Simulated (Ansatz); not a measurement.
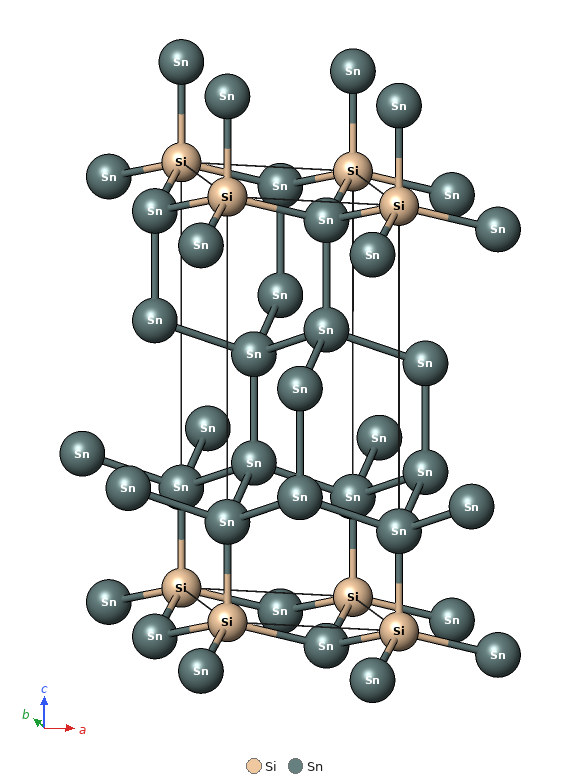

Crystal structure, ball-and-stick style, seen slightly off an axis. The lines enclose the conventional unit cell; boundary atoms appear with their images. The first bonded neighbours in the surrounding cells are also shown.

SiSn5, space group P3m1 (No. 156), a = 4.520 Å, b = 4.520 Å, c = 11.054 Å, α = 90.00°, β = 90.00°, γ = 120.00°. The structure comes from a structure type filled with these elements by a generator (whether the compound takes this form wasn't checked). Earlier steps of the study, as a rule a relaxation of our own, may have changed the cell and positions, so they can lie some per cent off the listed ones. It went into a calculation with Ansatz.

This one geometry was computed with Ansatz (DFT, plane waves, PAW) at four levels of theory: r2SCAN, HSE06, PBE and PBE with spin-orbit coupling. It was relaxed beforehand with r2SCAN.

Which level gives the highest pressure at this volume, and what does that say about its equilibrium volume?

Answer. Highest: PBE (1.6 GPa) and PBE with spin-orbit coupling (1.6 GPa), which points to the largest equilibrium volume. Lowest, with the smallest volume: r2SCAN (0.0 GPa) and HSE06 (-0.2 GPa). Levels within 0.5 GPa of each other can't be told apart.

How does the band gap change with the level of theory?

Answer. All levels give a metal.

Collect the results in a table.

Answer.
| level | cutoff (eV) | k-mesh of the run's cell | gap (eV) | pressure (GPa) |
| --- | --- | --- | --- | --- |
| r2SCAN | 500 | 6×6×2 | metal | 0.0 |
| HSE06 | 420 | 6×6×2 | metal | -0.2 |
| PBE | 420 | 6×6×2 | metal | 1.6 |
| PBE with spin-orbit coupling | 420 | 6×6×2 | metal | 1.6 |

Gaps are taken on the k-mesh or band path of each run.
